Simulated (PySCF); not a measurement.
# C₄H₆AlF (SMILES C=C[C](=C)[AlH][F]): what the fields show

```xyz
12

C    -1.7158    0.9853   -0.2456
C    -1.1422   -0.1841   -0.5022
C     0.2296   -0.4624   -0.1027
C     0.8107   -1.6436   -0.3642
Al    1.3579    0.8675    0.8554
F     2.8998    0.4399    1.2558
H    -1.1620    1.7572    0.2716
H    -2.7287    1.2140   -0.5308
H    -1.6841   -0.9694   -1.0196
H     0.3062   -2.4518   -0.8785
H     1.8317   -1.8398   -0.0623
H     0.9980    2.2866    1.2972
```

Geometry: GFN2-xTB.

Method: PBE0/pcSseg-1, SCF density, gas phase, non-relativistic (PySCF).

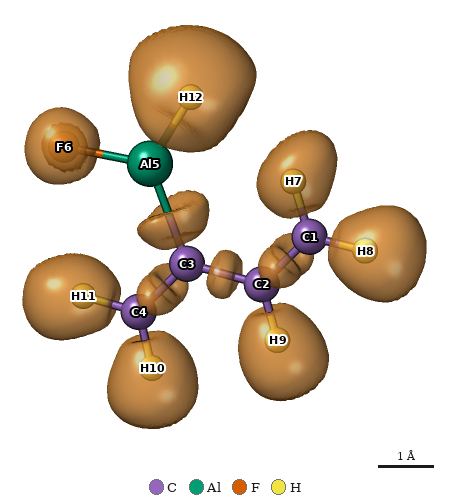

Figure 1. Isosurface of the ELF at 0.8 (orange), seen at a tilt. Core shells and regions of very low density are left out.

Q: Describe the localisation domains.

A: At this value the surface marks out one region between bonded Al–C atoms (shared pairs), three regions between bonded C–C atoms (shared pairs), six regions around hydrogen nuclei and one region wrapped around F (its valence shell). Along the contacts the grid gives the following. C–C (1.33 Å): the ELF peaks at about 0.95 between the atoms: a short, multiple covalent bond. Al–F (1.65 Å): the ELF peaks at about 0.85 in the valence shell of F, 0.6 Å from its nucleus, and is about 0.25 at the midpoint.

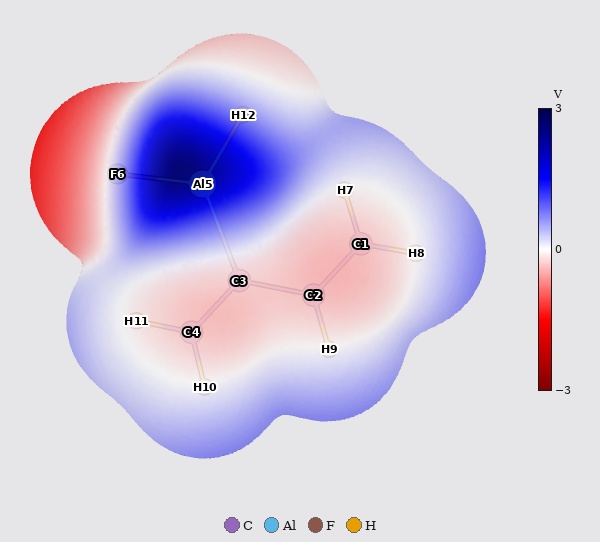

Figure 2. The electrostatic potential painted on the density surface at 0.001 e/bohr³, seen at a tilt; red is negative and blue positive.

Q: Describe the electrostatic potential map.

A: The most negative region (about −1.3 V) lies over F6, the most positive (about +2.6 V) over Al5.

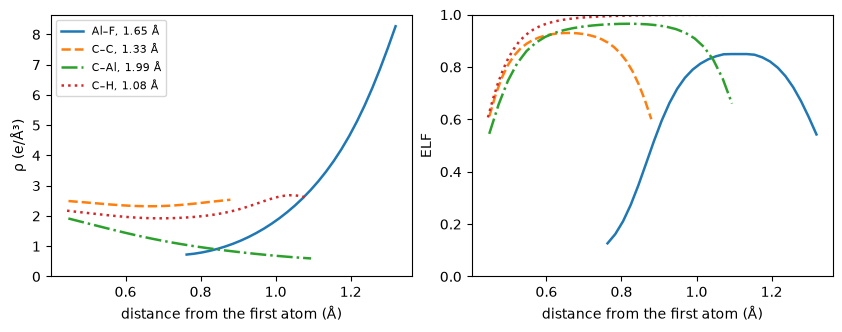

Figure 3. Electron density and electron localisation function along straight lines between neighbouring atoms. The curves leave out the atomic cores.

Q: Compare the contacts.

A: Al–F (1.65 Å): ρ at the midpoint is about 0.85 e/Å³; the ELF peaks at about 0.85 in the valence shell of F, 0.6 Å from its nucleus, and is about 0.25 at the midpoint.
C–C (1.33 Å): ρ is about 2.3 e/Å³ halfway; the ELF peaks at about 0.95 between the atoms (a short, multiple covalent bond).
C–Al (1.99 Å): ρ is about 0.69 e/Å³ halfway; the ELF peaks at about 0.95 between the atoms: a shared but strongly polarised pair.
C–H (1.08 Å): the density is about 2 e/Å³ at the midpoint; the ELF climbs to about 1 towards the hydrogen, as it does in any bond to H (an ordinary covalent bond to hydrogen).
